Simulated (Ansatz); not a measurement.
A series of calculations on BH$_{4}$OBr

**1. Relaxation**

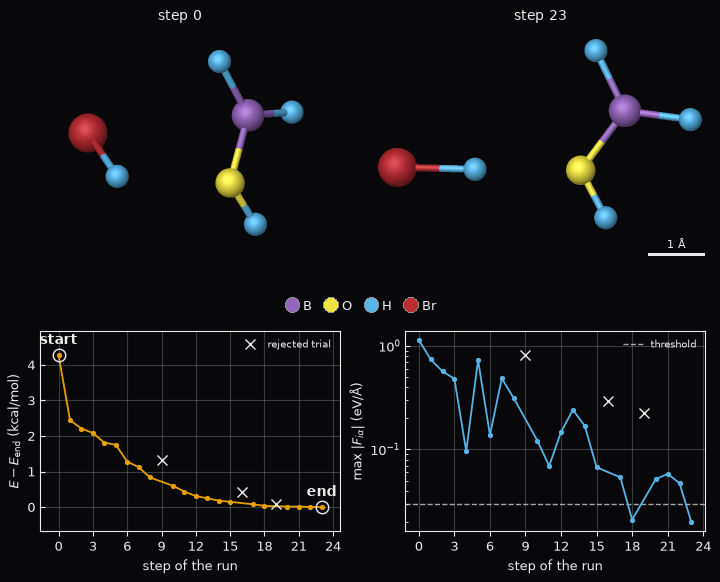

First and last geometry of a relaxation of BH4OBr, with the history of the run. The picture is a ball-and-stick view, seen at a tilt.

The run prepares an end point of a later path (reaction) calculation, from a guessed geometry.

All numbers below come from RKS B3LYP-D4/def2-SVP in Ansatz.

The input:
```yaml
crystal:
  periodic: [false, false, false]
  atoms:
    - { symbol: B, position_ang: [-0.080551, -0.232152, 0.104774] }
    - { symbol: O, position_ang: [-0.089003, -0.414502, 1.47402] }
    - { symbol: H, position_ang: [-0.972098, -0.589613, 1.827647] }
    - { symbol: H, position_ang: [0.993019, -0.041266, -0.39966] }
    - { symbol: H, position_ang: [-1.107096, -0.308799, -0.527715] }
    - { symbol: Br, position_ang: [0.145207, 2.912968, 0.881212] }
    - { symbol: H, position_ang: [0.358822, 1.729063, 1.779524] }
basis:
  gaussian: { orbitals: def2-SVP }
hamiltonian:
  xc: b3lyp
  dispersion: d4
relax:
  f_tol: 0.03
  max_steps: 50
output:
  orbitals: {}
```

Run as
```bash
ansatz run input.yaml --threads 1 --pin off --max-ram 2048MiB --backend cpu --events-out ev --progress --plain --runs-dir out
```

Q: Read the history and describe the run.

A: It converged. Over 20 accepted moves (23 points after the start) the energy falls by 4.28 kcal/mol. Largest force component: 1.1 eV/Å at the start, 0.02 eV/Å at the end. The line search rejected the trial steps at points 9, 16, 19 of the run. The forces were under the threshold at step 18, but the run went on from there. The largest move after the best rigid fit is that of H5, 1.41 Å. By element the largest moves are H 1.41 Å, Br 1.20 Å, O 0.78 Å, B 0.32 Å. Among the contacts that change: Br6–H7 1.501 → 1.440 Å, B1–O2 1.381 → 1.355 Å. The run took 66 s on 1 thread of Arm Neoverse V1, on a shared host, peak memory 0.16 GiB.

```json
{"step": "0", "E − E(0), kcal/mol": "0.00", "largest force component, eV/Å": "1.1427", "note": ""}
{"step": "1", "E − E(0), kcal/mol": "-1.83", "largest force component, eV/Å": "0.7391", "note": ""}
{"step": "2", "E − E(0), kcal/mol": "-2.07", "largest force component, eV/Å": "0.5678", "note": ""}
{"step": "3", "E − E(0), kcal/mol": "-2.19", "largest force component, eV/Å": "0.4822", "note": ""}
{"step": "4", "E − E(0), kcal/mol": "-2.46", "largest force component, eV/Å": "0.0964", "note": ""}
{"step": "5", "E − E(0), kcal/mol": "-2.52", "largest force component, eV/Å": "0.7306", "note": ""}
{"step": "6", "E − E(0), kcal/mol": "-3.00", "largest force component, eV/Å": "0.1377", "note": ""}
{"step": "7", "E − E(0), kcal/mol": "-3.15", "largest force component, eV/Å": "0.4846", "note": ""}
{"step": "8", "E − E(0), kcal/mol": "-3.44", "largest force component, eV/Å": "0.3145", "note": ""}
{"step": "9", "E − E(0), kcal/mol": "-2.96", "largest force component, eV/Å": "0.8220", "note": "rejected"}
{"step": "10", "E − E(0), kcal/mol": "-3.68", "largest force component, eV/Å": "0.1219", "note": ""}
{"step": "11", "E − E(0), kcal/mol": "-3.84", "largest force component, eV/Å": "0.0693", "note": ""}
{"step": "12", "E − E(0), kcal/mol": "-3.97", "largest force component, eV/Å": "0.1473", "note": ""}
{"step": "13", "E − E(0), kcal/mol": "-4.03", "largest force component, eV/Å": "0.2411", "note": ""}
{"step": "14", "E − E(0), kcal/mol": "-4.10", "largest force component, eV/Å": "0.1690", "note": ""}
{"step": "15", "E − E(0), kcal/mol": "-4.13", "largest force component, eV/Å": "0.0673", "note": ""}
{"step": "16", "E − E(0), kcal/mol": "-3.86", "largest force component, eV/Å": "0.2950", "note": "rejected"}
{"step": "17", "E − E(0), kcal/mol": "-4.20", "largest force component, eV/Å": "0.0538", "note": ""}
{"step": "18", "E − E(0), kcal/mol": "-4.24", "largest force component, eV/Å": "0.0210", "note": ""}
{"step": "19", "E − E(0), kcal/mol": "-4.18", "largest force component, eV/Å": "0.2274", "note": "rejected"}
{"step": "20", "E − E(0), kcal/mol": "-4.26", "largest force component, eV/Å": "0.0518", "note": ""}
{"step": "21", "E − E(0), kcal/mol": "-4.26", "largest force component, eV/Å": "0.0581", "note": ""}
{"step": "22", "E − E(0), kcal/mol": "-4.27", "largest force component, eV/Å": "0.0472", "note": ""}
{"step": "23", "E − E(0), kcal/mol": "-4.28", "largest force component, eV/Å": "0.0198", "note": ""}
```

Limits of the set-up: the start holds two separate molecules, 2.2 Å apart at their closest, whose relative position is a soft coordinate.

**2. Relaxation**

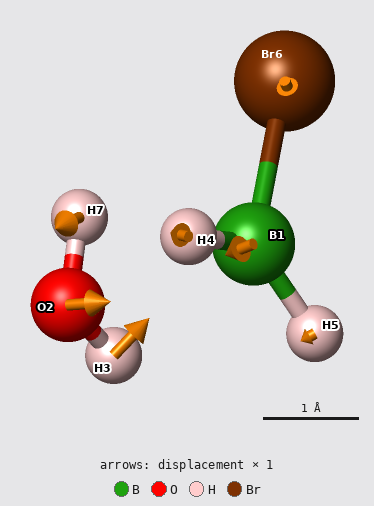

This is a relaxation of BH$_{4}$OBr. The starting structure is drawn; orange arrows show the displacements, at their true length. The two geometries are superimposed by the best rigid fit.

The picture is a ball-and-stick view, seen from a free direction.

The run prepares an end point of a later path (reaction) calculation, from a guessed geometry.

Theory: RKS B3LYP-D4/def2-SVP in Ansatz.

The input:
```yaml
crystal:
  periodic: [false, false, false]
  atoms:
    - { symbol: B, position_ang: [0.040774, 0.465832, -0.383721] }
    - { symbol: O, position_ang: [-0.044182, -0.219715, 2.118982] }
    - { symbol: H, position_ang: [-1.00262, -0.295514, 2.23765] }
    - { symbol: H, position_ang: [1.104981, -0.037829, -0.591946] }
    - { symbol: H, position_ang: [-1.035089, -0.015616, -0.588788] }
    - { symbol: Br, position_ang: [0.058762, 2.417585, 0.083481] }
    - { symbol: H, position_ang: [0.125674, 0.740957, 2.264142] }
basis:
  gaussian: { orbitals: def2-SVP }
hamiltonian:
  xc: b3lyp
  dispersion: d4
relax:
  f_tol: 0.03
  max_steps: 50
```

Run as
```bash
ansatz run input.yaml --threads 1 --pin off --max-ram 2048MiB --backend cpu --events-out ev --progress --plain --runs-dir out
```

**What did the optimiser do to the structure, and how much energy did it gain?**

The largest move after the best rigid fit is that of H3, 0.55 Å. By element the largest moves are H 0.55 Å, O 0.52 Å, B 0.44 Å, Br 0.27 Å. Some distances before and after: B1–O2 2.596 → 1.651 Å, B1–Br6 2.007 → 2.032 Å, O2–H7 0.986 → 0.975 Å, B1–H4 1.196 → 1.205 Å. New bonds form, among them: B1–O2 (2.60 → 1.65 Å). Bond angles that change, for instance: H4–B1–H5 126.9° → 119.5°, H4–B1–Br6 116.2° → 112.3°. Over 8 accepted moves (9 points after the start) the energy falls by 51.8 kJ/mol. The largest force component goes from 0.93 to 0.017 eV/Å. The line search rejected the trial step at point 8 of the run.

Limits of the set-up: the start holds two separate molecules, 2.6 Å apart at their closest, whose relative position is a soft coordinate.

**3. Path**

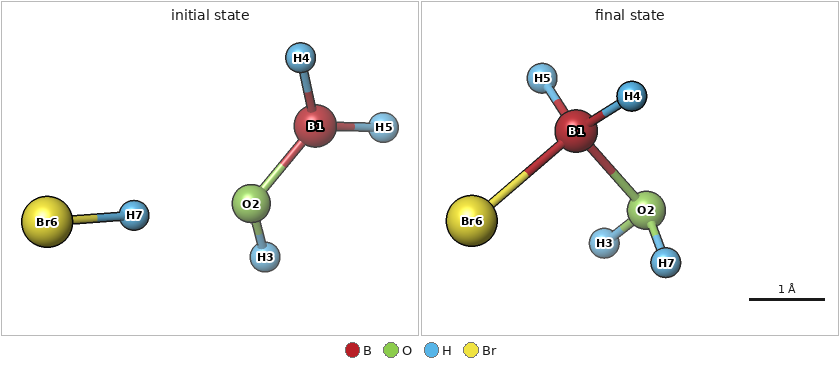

The two relaxed end points of a path for BH4OBr. The picture is a ball-and-stick view, seen at a tilt.

Level of theory: Ansatz 0.2.0, RKS B3LYP-D4/def2-SVP.

Run with 5 movable images; climbing image; force threshold 0.05 eV/Å; iteration limit 60.

Start:
```xyz
7

B    -0.1202   -0.5218   -0.0366
O    -0.4624    0.1950    1.0612
H    -1.1368   -0.2175    1.6187
H     0.7165   -0.0413   -0.7574
H    -0.6454   -1.5900   -0.2518
Br    0.6916    3.2705    1.9281
H     0.2050    1.9609    1.5776
```

End:
```xyz
7

B     0.0070    0.3546    0.0466
O    -0.1562   -0.1102    1.6219
H    -1.0463    0.1541    1.9160
H     1.1379    0.0445   -0.2323
H    -0.9130   -0.1922   -0.5086
Br   -0.2370    2.3689    0.1476
H     0.4559    0.4360    2.1486
```

> What barrier does the band find between them, and by what path?

Forward barrier 20.3 kcal/mol, backward barrier 15.4 kcal/mol, with image 4 at the top; the reaction energy is +4.9 kcal/mol. Breaking: Br6–H7 (1.44 → 1.68 at the top → 2.87 Å). Forming: B1–Br6 (4.35 → 2.48 at the top → 2.03 Å), O2–H7 (1.96 → 1.26 at the top → 0.97 Å). The band is converged. At the top, the vibrational analysis gives one imaginary mode (1081i cm⁻¹), as a transition state must have.

Energies of the converged images:

```json
{"image": "0", "path (Å)": "0.00", "E (kcal/mol)": "0.0"}
{"image": "1", "path (Å)": "0.79", "E (kcal/mol)": "0.4"}
{"image": "2", "path (Å)": "1.59", "E (kcal/mol)": "1.3"}
{"image": "3", "path (Å)": "2.39", "E (kcal/mol)": "3.7"}
{"image": "4", "path (Å)": "3.18", "E (kcal/mol)": "20.3"}
{"image": "5", "path (Å)": "3.93", "E (kcal/mol)": "5.8"}
{"image": "6", "path (Å)": "4.67", "E (kcal/mol)": "4.9"}
```

The geometry at the top of the path:

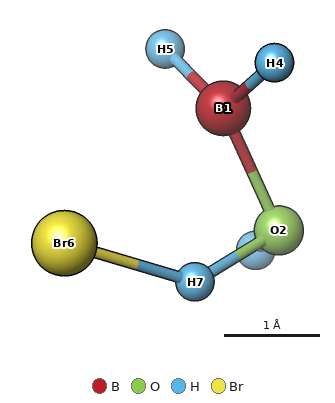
